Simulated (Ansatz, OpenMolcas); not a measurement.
How basis sets differ on HI (hydrogen iodide)

HI has 2 atoms, charge 0, and is taken as a singlet. As SMILES, `I`. The coordinates come from a PBE0-D4/def2-TZVP relaxation.

```xyz
2

I    -0.6839    0.2458   -0.3462
H     0.6839   -0.2458    0.3462
```

Each level gives the dipole moment (D). The values are calculated.

**The experiment to reproduce.** NIST CCCBDB gives the dipole moment of the gas as 0.45 D.

```csv
level,kind,program,value (D),computed − measured
HF/STO-3G,Hartree–Fock,OpenMolcas,1.33,+0.88
HF/def2-SVP (core potential),Hartree–Fock,Ansatz,0.67,+0.22
HF/3-21G,Hartree–Fock,OpenMolcas,0.90,+0.45
HF/def2-TZVPPD (core potential),Hartree–Fock,OpenMolcas,0.54,+0.09
```

Nearest: HF/def2-TZVPPD (core potential) (+0.09 D); farthest: HF/STO-3G (+0.88 D). The measured dipole is a vibrational average, so differences of a few hundredths of a debye mean little. All-electron rows without a relativistic Hamiltonian named are non-relativistic, while core potentials hold scalar relativity, so basis and relativity change together. Magnitudes only: a small dipole may point the other way at some levels. Sets without polarisation functions give poor dipoles.

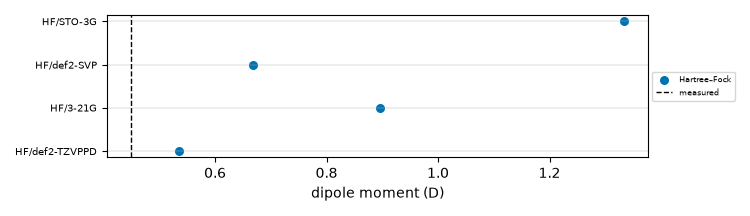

The values of the table, level by level.
